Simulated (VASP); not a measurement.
Data:

```xyz
3
Lattice="0.0000 2.7267 2.7267 2.7267 0.0000 2.7267 2.7267 2.7267 0.0000" Properties=species:S:1:pos:R:3 pbc="T T T"
Cd     0.0000     0.0000     0.0000
F      1.3634     1.3634     1.3634
F      4.0901     4.0901     4.0901
```

Method: PBE GGA with D4 dispersion, VASP's PBE PAW potentials (set 64) (plane waves; VASP). Numerical set-up: 520 eV cut-off, 8×8×8 Γ-centred mesh, tetrahedra with Blöchl corrections, potentials Cd F.

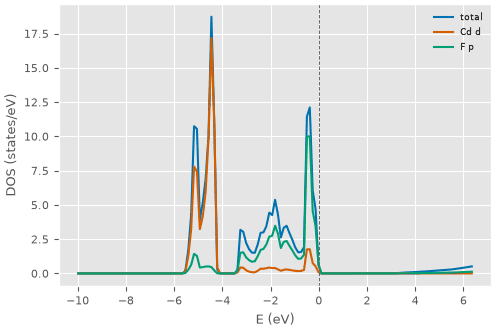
Fig. 1. Total and projected density of states, zero at the valence-band maximum

Within 2 eV below the valence-band maximum the largest weight inside VASP's projection spheres is F p.

The gap is indirect, 2.94 eV, from the valence maximum at W to the conduction minimum at Γ.

The compound is CdF2 in the fluorite structure. It was relaxed first.
